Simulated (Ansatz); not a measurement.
# EuAg2 (AlB2 type): response to moved atoms and strain

Aim: move atoms of EuAg2 (AlB2 type) or strain its cell, and read the forces, the stress and the rise in energy. The cell was built by placing the elements on the sites of a structure type; the runs don't test whether it is the stable form.

Program: Ansatz 0.2.0. Level of theory: DFT PBEsol, scalar-relativistic, plane waves, PAW. These are calculated values, not measurements.

## 1. The starting structure

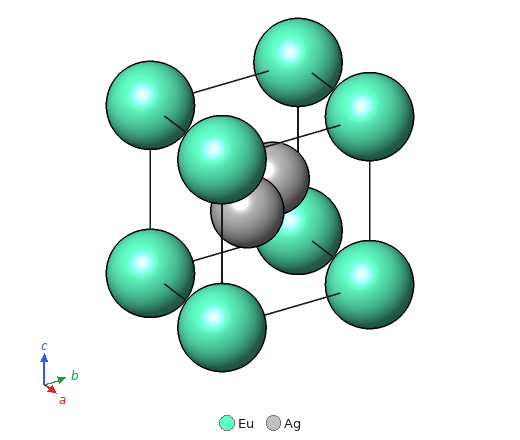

Start, viewed slightly off an axis; europium green, silver light grey. Atoms on the faces are drawn again on the opposite ones.

Coordinates:

```
CELL_PARAMETERS angstrom
4.70471 0.00000 0.00000
-2.35236 4.07440 0.00000
0.00000 0.00000 3.65740
ATOMIC_POSITIONS crystal
Eu 0.00000 0.00000 0.00000
Ag 0.33333 0.66667 0.50000
Ag 0.66667 0.33333 0.50000
```

An earlier run at PBEsol left this cell at 23.369 Å³/atom and 0.02 GPa (8×8×8 mesh).

The changes: atom 3 (Ag) moved 0.08 Å along z; strain e2 = +0.01, atoms carried along.

## 2. Atom 3 (Ag) moved 0.08 Å along z

File input.yaml:

```yaml
crystal:
  lattice:
    - [4.7047128049, 0.0, 0.0]
    - [-2.3523564024, 4.0744008066, 0.0]
    - [0.0, 0.0, 3.6574033883]
  atoms:
    - { symbol: Eu, position: [0.0, 0.0, 0.0], spin: 7.44 }
    - { symbol: Ag, position: [0.3333333333, 0.6666666667, 0.5] }
    - { symbol: Ag, position: [0.6666666667, 0.3333333333, 0.5218734418] }
basis:
  ecutwfc: 420
  ecutrho_ratio: 4
kpoints:
  mp_grid: { grid: [8, 8, 8] }
hamiltonian:
  xc: pbesol
scf:
  occupations: { method: gaussian, width: 0.05 }
  lower_state_search: "off"
output:
  forces: true
  stress: true
  eigenvalues: true
  populations: true
magnetization:
  spin_polarized: true
checkpoint:
  read: start.run
  write: ck
  compress: false
  write_wavefunctions: false
  write_every: 100000
```

start.run holds the converged state of the cell before the atoms were moved.

Run with:

```
> ansatz run input.yaml --threads 4 --pin off --max-ram 4096MiB --backend cpu --events-out ev --progress --plain --runs-dir out
```

The program printed, shortened:

```text
Warning: checkpoint.read: the run can stay near the saved state's solution: 1 site(s) moved relative to the saved geometry (max |Δs| = 2.187e-2 fractional); the SCF starts from the saved state under `checkpoint.density_extrapolation: transplant`, in force with no word given. A run without [...]
Warning: RAYON_NUM_THREADS=4 ignored (pool sized by the plan → 4); use --threads N
Eu: projections on atomic orbitals take those of the free atom [Kr 4d10] 4f7 5s2 5p6 5d0 6s2, of charge +0.00 (hamiltonian.pseudopotentials.projection_atoms); the dataset's partial waves leave at most 1.0e-3 of an orbital's norm unspanned inside its sphere
[...]
Pseudopotentials: kind: paw
Pseudopotential: Eu, paw, valence charge 17, recommended cutoff 420 eV (normal), Eu.paw.azcp
Pseudopotential: Ag, paw, valence charge 19, recommended cutoff 420 eV (normal), Ag.paw.azcp
Functional definition: PBEsol
[...]
Crystal: 3 atoms, lattice volume = 70.108 Å³
Basis set: ecut = 420 eV, 1339 PW (Γ), exchange–correlation on 64×64×50 points (8 copies of the dense FFT grid, shifted against one another)
Bands: 38, of which v1, the nominal top of the filled ones, is band 28 counted from 1 (27 counted from 0)
Symmetry: 6 space group operations
Space group: P3m1 (ITA 156), of the structure as read, at distance tolerance 4.1e-5 Å
Magnetic group: BNS 156.49 (UNI 1279), of the structure as read, at distance tolerance 4.1e-5 Å
k-points: 65 of 512 (time reversal used)
[...]
Starting moments: Σ|m| = 7.44 μB on 1 of 3 sites; this step starts from the density that it was given
[...]
SCF iter   1: F=—  HF=-23709.728022 eV  |F-HF|=—  |Δ(HF+E_count)|=         —  Δρ=1.93e-3 (↑1.93e-3 ↓1.86e-3)  dr2=9.52e-3  dr2_m=1.18e-5  M=6.968 μB ∫|m|=7.006 μB  β_m=0.30  ethr=1.72e-5  ⟨swp⟩=2.0  Hψ=26914  notcnv=0
[...]
spin=Collinear: Kerker preconditioning applied to the charge; magnetization (m = ρ↑ − ρ↓) channel mixes plain (no charge-response kernel on spin).
[...]
SCF iter   8: F=-23709.724705 eV  HF=-23709.724705 eV  |F-HF|=1.26e-8  |Δ(HF+E_count)|=   3.56e-7  Δρ=3.26e-6 (↑3.26e-6 ↓2.78e-6)  dr2=2.68e-8  dr2_m=5.57e-10  M=6.967 μB ∫|m|=7.006 μB  ethr=1.82e-10  ⟨swp⟩=4.5  Hψ=21189  notcnv=0
[...]
SCF converged after 8 iterations
Magnetization: 6.9674 μB (30.9837 up, 24.0163 down)
Absolute magnetization: 7.0058 μB (∫|ρ↑−ρ↓|, with the PAW one-centre terms)
Spin contamination: 0.0260 ħ² per cell (⟨S²⟩ above its minimum at these occupations)
Per-site moments (μB) at R_I (Å): [(6.754022215482329, 1.3325770930841174), (-0.005022794288504693, 1.1209460774986058), (-0.004958536156913052, 1.1209460774986058)]
Free energy (F): -23709.724705 eV
[...]
E sigma→0 (E₀):  -23709.724061 eV
Entropy (-TS):   -0.001287 eV (-0.429 meV/atom)
Fermi energy:    13.870455 eV
[...]
--- Forces (eV/Å), atoms counted from 1 ---
  atom   1  Eu     0.00000000    -0.00000000     0.12025428
  atom   2  Ag    -0.00000000    -0.00000000     0.00855490
  atom   3  Ag     0.00000000     0.00000000    -0.12888645
[...]
--- Stress (GPa, compression-positive) ---
        0.043111      -0.000000       0.000000
       -0.000000       0.043111       0.000000
       -0.000000       0.000000       0.009721
  P = ⅓ Tr σ = 0.0320 GPa (0.320 kbar)
--- Band table (eV; the first three rows and the last of 130) ---
[...]
--- Löwdin populations: 3 sites ---
  site symbol       q [e]    m [muB]
     0     Eu     17.4282     6.9887
     1     Ag     18.7005    -0.0237
     2     Ag     18.6999    -0.0237
  spilling = 0.003117 (of n_electrons = 55.000000)
```

It took 20 s on 4 threads of an Arm CPU, shared host; peak memory 0.61 GiB.

This gives: volume 23.369 Å³/atom, pressure 0.03 GPa, no gap, moments in the atoms' spheres Eu 6.75 μB.

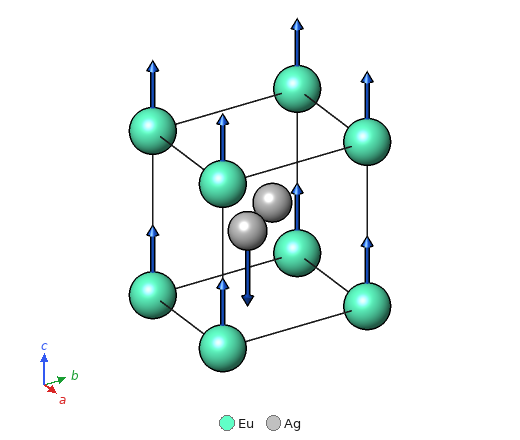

Forces on the atoms; the longest arrow is 0.13 eV/Å.

## 3. Strain e2 = +0.01, atoms carried along

File input.yaml:

```yaml
crystal:
  lattice:
    - [4.7047128049, 0.0, 0.0]
    - [-2.3523564024, 4.1151448147, 0.0]
    - [0.0, 0.0, 3.6574033883]
  atoms:
    - { symbol: Eu, position: [0.0, 0.0, 0.0], spin: 7.44 }
    - { symbol: Ag, position: [0.3333333333, 0.6666666667, 0.5] }
    - { symbol: Ag, position: [0.6666666667, 0.3333333333, 0.5] }
basis:
  ecutwfc: 420
  ecutrho_ratio: 4
kpoints:
  mp_grid: { grid: [8, 8, 8] }
hamiltonian:
  xc: pbesol
scf:
  occupations: { method: gaussian, width: 0.05 }
output:
  forces: true
  stress: true
  eigenvalues: true
  populations: true
magnetization:
  spin_polarized: true
```

Run with:

```
> ansatz run input.yaml --threads 4 --pin off --max-ram 4096MiB --backend cpu --events-out ev --progress --plain --runs-dir out
```

The program printed, shortened:

```text
Warning: where an SCF of this run starts from atoms to list the orders of its open shells, Eu (site 0, from 0) starts with 6.32 μB on its 4f shell and 0.68 μB on its 5d shell, in the place of the 7.44 μB that the deck gives it: its open shells can hold no more by Hund's first rule. To [...]
Warning: RAYON_NUM_THREADS=4 ignored (pool sized by the plan → 4); use --threads N
Eu: projections on atomic orbitals take those of the free atom [Kr 4d10] 4f7 5s2 5p6 5d0 6s2, of charge +0.00 (hamiltonian.pseudopotentials.projection_atoms); the dataset's partial waves leave at most 1.0e-3 of an orbital's norm unspanned inside its sphere
[...]
[... 4 set-up lines as earlier in the session ...]
[...]
Crystal: 3 atoms, lattice volume = 70.809 Å³
[...]
Magnetization: 6.9708 μB (30.9854 up, 24.0146 down)
Absolute magnetization: 7.0091 μB (∫|ρ↑−ρ↓|, with the PAW one-centre terms)
Spin contamination: 0.0254 ħ² per cell (⟨S²⟩ above its minimum at these occupations)
Per-site moments (μB) at R_I (Å): [(6.7656640555741125, 1.353058629173916), (-0.005113590883684573, 1.1232718504897092), (-0.005113590883684688, 1.1232718504897092)]
Free energy (F): -23709.727346 eV
[...]
E sigma→0 (E₀):  -23709.726657 eV
Entropy (-TS):   -0.001377 eV (-0.459 meV/atom)
Fermi energy:    13.695139 eV
[...]
--- Forces (eV/Å), atoms counted from 1 ---
  atom   1  Eu     0.00000000    -0.00000000     0.00000000
  atom   2  Ag     0.00000000     0.04485793     0.00000000
  atom   3  Ag    -0.00000000    -0.04485793    -0.00000000
[...]
--- Stress (GPa, compression-positive) ---
       -0.517770      -0.000000       0.000000
       -0.000000      -1.152452      -0.000000
        0.000000      -0.000000      -0.292457
  P = ⅓ Tr σ = -0.6542 GPa (-6.542 kbar)
--- Band table (eV; the first three rows and the last of 210) ---
[...]
--- Löwdin populations: 3 sites ---
  site symbol       q [e]    m [muB]
     0     Eu     17.4158     6.9920
     1     Ag     18.7061    -0.0237
     2     Ag     18.7061    -0.0237
  spilling = 0.003126 (of n_electrons = 55.000000)
```

Wall time 29 s (4 threads of an Arm CPU, shared host); peak memory 0.69 GiB.

Result: volume 23.603 Å³/atom, pressure -0.65 GPa, no gap, moments in the atoms' spheres Eu 6.77 μB.

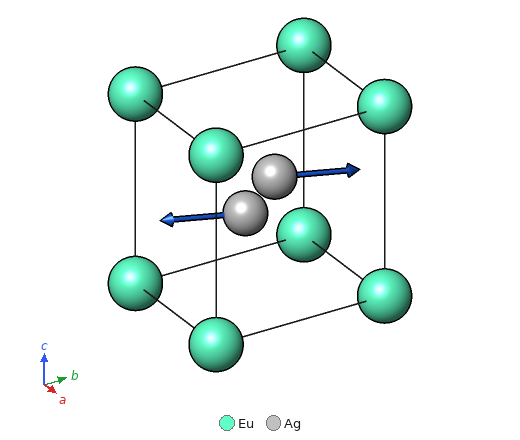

Forces on the atoms; the longest arrow is 0.04 eV/Å.

## 4. Results

| change | change of free energy (meV/atom) | largest force (eV/Å) | largest change of stress (GPa) |
| --- | --- | --- | --- |
| atom 3 (Ag) moved 0.08 Å along z | 1.71 | 0.129 | 0.01 |
| strain e2 = +0.01, atoms carried along | 0.83 | 0.045 | 1.18 |

Moving atom 3 by 0.08 Å meets a restoring force of 0.129 eV/Å along the move, a force constant of about 1.6 eV/Å². The strain e2 = +0.01 changes that stress component by -1.18 GPa (compression positive), a ratio of 118 GPa; that is a secant over a finite strain with the atoms carried along, not the elastic constant. No change lowers the energy by more than 0.5 meV/atom; other distortions weren't tried. No U acts on the 4f shell, so its levels can lie too near the Fermi level. Spin–orbit coupling is left out, though the cell holds Eu; it splits the 4f levels.
